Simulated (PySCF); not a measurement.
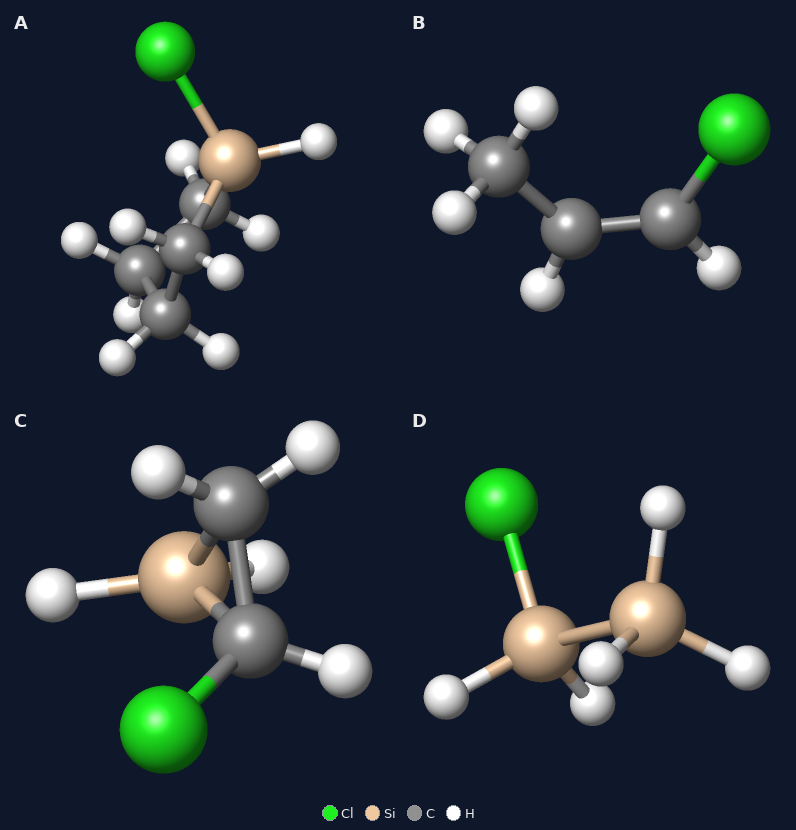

Simulated data, not a measurement (program: PySCF).

Question: Match each picture to its SMILES.
(1) Cl[C@@H]1C[SiH2]1
(2) C/C=C\Cl
(3) [SiH3][SiH2]Cl
(4) Cl[SiH]1CCCC1

Answer: A is (4), B is (2), C is (1), D is (3).
